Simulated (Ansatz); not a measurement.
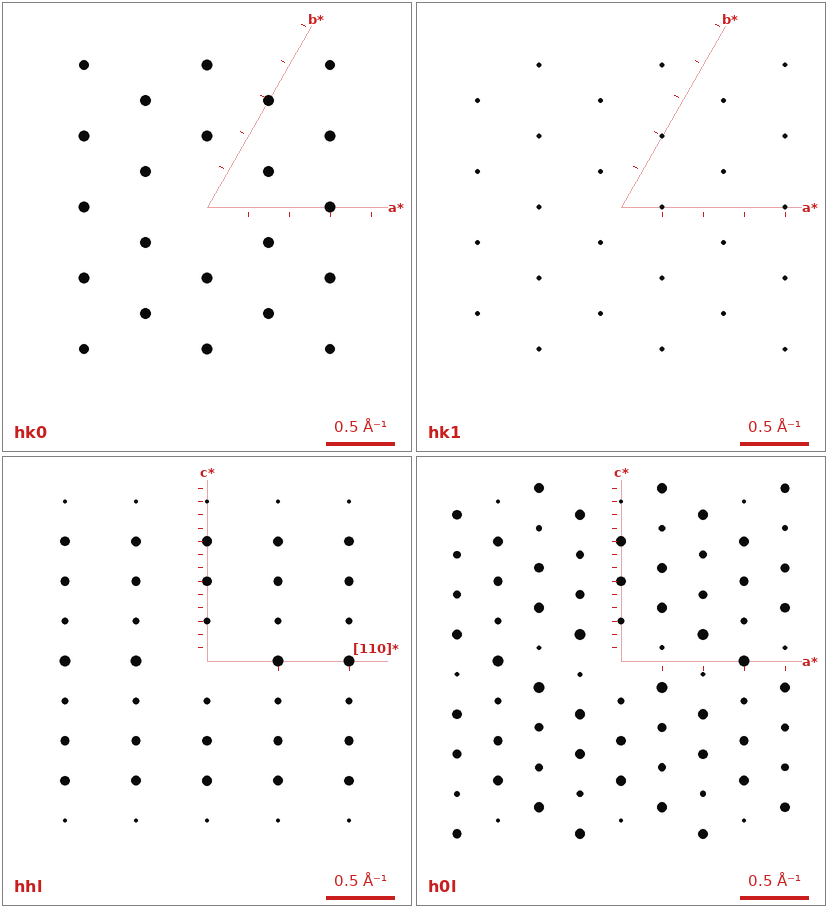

Four undistorted layers of reciprocal space, calculated for a single crystal (neutrons, kinematic |F|², B = 0.5 Å²). Tick marks count the reciprocal lattice steps of the conventional cell along each axis.

The compound is As. Structure: the input geometry of an electronic-structure calculation (not necessarily at equilibrium).

What cell do the layers give?

a* = 0.305, b* = 0.305, c* = 0.099 Å⁻¹, γ* = 60°; the cell is trigonal with a = 3.78 Å, c = 10.10 Å (hexagonal axes).

Which reflection conditions do the layers show?

Reflections are present only under these conditions. hkl: −h + k + l = 3n; hk0: −h + k = 3n; h0l: 2h + l = 3n; hhl: l = 3n; 00l: l = 3n. The lattice is rhombohedrally centred (R).

Which space groups fit?

The intensities have Laue symmetry -3m (the hk0 layer shows 6mm, hk1 shows 3m). With these conditions the candidates are R32 (No. 155), R3m (No. 160), R-3m (No. 166). Diffraction geometry alone does not choose among them; the structure has R-3m.
